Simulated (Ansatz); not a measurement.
# SiNH7: phonon calculation

SiNH7, computed with RKS PBE-D4/def2-SVP (Ansatz 0.2.0).

It belongs to a series of runs on one base structure; here: vibrations at the highest image of the band. Figures and captions count atoms from 1; the log counts them from 0 in places.

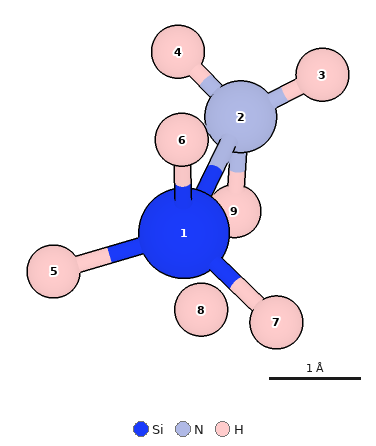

Figure 1. The structure as given in the input (ball-and-stick view, seen at an oblique angle; atoms are numbered from 1 in the order of the input).

### Input
```yaml
crystal:
  periodic: [false, false, false]
  atoms:
    - { symbol: Si, position_ang: [0.107128, -0.041252, 0.101552] }
    - { symbol: "N", position_ang: [0.09739, -0.310061, 2.014548] }
    - { symbol: H, position_ang: [-0.823886, -0.389834, 2.474093] }
    - { symbol: H, position_ang: [0.676593, 0.358692, 2.545301] }
    - { symbol: H, position_ang: [1.379884, 0.430024, -0.544689] }
    - { symbol: H, position_ang: [-0.694986, 1.267768, 0.19118] }
    - { symbol: H, position_ang: [-0.817672, -0.919958, -0.691036] }
    - { symbol: H, position_ang: [1.040625, -1.622516, 0.51285] }
    - { symbol: H, position_ang: [0.684123, -1.275066, 1.575702] }
basis:
  gaussian: { orbitals: def2-SVP }
hamiltonian:
  xc: pbe
  dispersion: d4
phonons: {}
```

Launch command:
```bash
ansatz run input.yaml --threads 2 --pin off --max-ram 3072MiB --backend cpu --events-out ev --progress --plain --runs-dir out
```

### The program's output
```
Engine: ansatz 0.2.0, aarch64-unknown-linux-gnu
Functional definition: PBE
  parameter kappa = 0.804
  parameter beta = 0.06672455060314922
  exchange = pbe_x(kappa = kappa, mu = beta*pi^2/3)
  correlation = pbe_c(beta = beta)
774 factors; their error is unknown
mean field evaluation 1: about -9464.1790 eV, gradient 5.0e1 eV
mean field evaluation 2: about -9450.7794 eV, gradient 8.9e1 eV
mean field evaluation 4: about -9469.4626 eV, gradient 2.4e0 eV
mean field evaluation 8: about -9469.4892 eV, gradient 2.6e-2 eV
mean field evaluation 16: about -9469.4395 eV, gradient 1.2e-5 eV
mean field -9469.43948410 eV, -347.9954824242 hartree, gradient 1.2e-5 eV, S^2 0.000000; 0 other end points of the search recorded, 0 dependent functions left out
the calculation of the forces begins
reference -9469.43951815 eV, -347.9954836753 hartree; 14, 14 occupied and 53, 53 virtual orbitals, 774 factors
these checks for a lower state are left out or cut short: stability, starts, cluster_reference, orbital_swaps, neighbouring_geometries, increment
774 factors; their error is unknown
mean field -9469.43943739 eV, -347.9954807075 hartree, gradient 2.4e-6 eV, S^2 0.000000; 0 other end points of the search recorded, 0 dependent functions left out
[... from here on the field's lines of each further geometry are left out, up to the last ...]
the calculation of the forces begins
reference -9469.43954587 eV, -347.9954846939 hartree; 14, 14 occupied and 53, 53 virtual orbitals, 774 factors
these checks for a lower state are left out or cut short: stability, starts, cluster_reference, orbital_swaps, neighbouring_geometries, increment
774 factors; their error is unknown
mean field -9469.43945622 eV, -347.9954813995 hartree, gradient 7.9e-7 eV, S^2 0.000000; 0 other end points of the search recorded, 0 dependent functions left out
the calculation of the forces begins
reference -9469.43949026 eV, -347.9954826505 hartree; 14, 14 occupied and 53, 53 virtual orbitals, 774 factors
WARN: phonons: modes at or below zero, which the zero-point energy, F, S and C_V leave out: 1, the lowest at -1226.85 cm⁻¹. A minimum has none, and a first-order saddle one
Total energy: -9469.56968268 eV, -348.0002671337 hartree
Atom 0 at     0.107128    -0.041252     0.101552 Å, force    -0.003964    -0.004196     0.001720 eV/Å
Atom 1 at     0.097390    -0.310061     2.014548 Å, force     0.014328     0.013733     0.005066 eV/Å
Atom 2 at    -0.823886    -0.389834     2.474093 Å, force    -0.000918    -0.005514    -0.005087 eV/Å
Atom 3 at     0.676593     0.358692     2.545301 Å, force    -0.007065     0.002132     0.004218 eV/Å
Atom 4 at     1.379884     0.430024    -0.544689 Å, force     0.001288    -0.000886    -0.000988 eV/Å
Atom 5 at    -0.694986     1.267768     0.191180 Å, force     0.000945    -0.000368    -0.001358 eV/Å
Atom 6 at    -0.817672    -0.919958    -0.691036 Å, force    -0.002172     0.002210     0.000535 eV/Å
Atom 7 at     1.040625    -1.622516     0.512850 Å, force     0.005575    -0.002136    -0.013021 eV/Å
Atom 8 at     0.684123    -1.275066     1.575702 Å, force    -0.008018    -0.004975     0.008916 eV/Å
Dipole moment:    -0.140202     0.162107     0.642821 e Å
Vibrations: -1226.85 146.03 261.88 535.52 637.05 705.15 754.92 814.65 913.16 942.45 987.97 1031.76 1401.45 1496.84 1528.05 1823.22 1992.89 2143.39 2176.87 3364.30 3481.35 cm⁻¹, zero-point energy 1.682397 eV
```

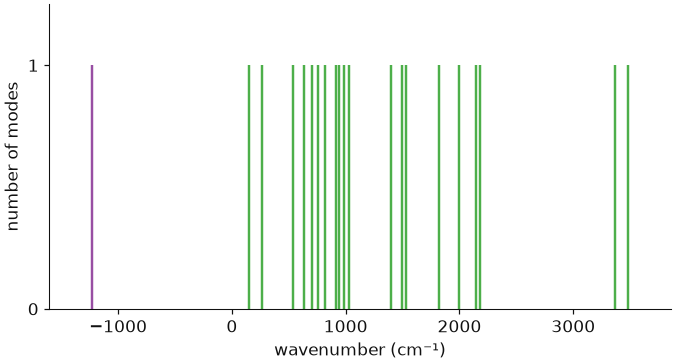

Figure 2. Harmonic vibrational wavenumbers from the force constants; neighbouring modes closer than 21 cm⁻¹ are counted in one stick, and imaginary ones are drawn at negative wavenumbers. 21 modes from 1227i to 3481 cm⁻¹, 1 imaginary beyond 8i (1227i cm⁻¹): a first-order saddle point, if the geometry is stationary.

### Key numbers

```csv
quantity,value
outcome,converged
total energy,−9469.5697 eV
mean-field energy,−9469.4395 eV
largest force (length of the vector),0.020 eV/Å
hardware,"2 threads of Arm Neoverse V2, 24 GiB of memory available, shared host"
wall time,23 s (CPU time 43 s)
peak memory,0.093 GiB
```
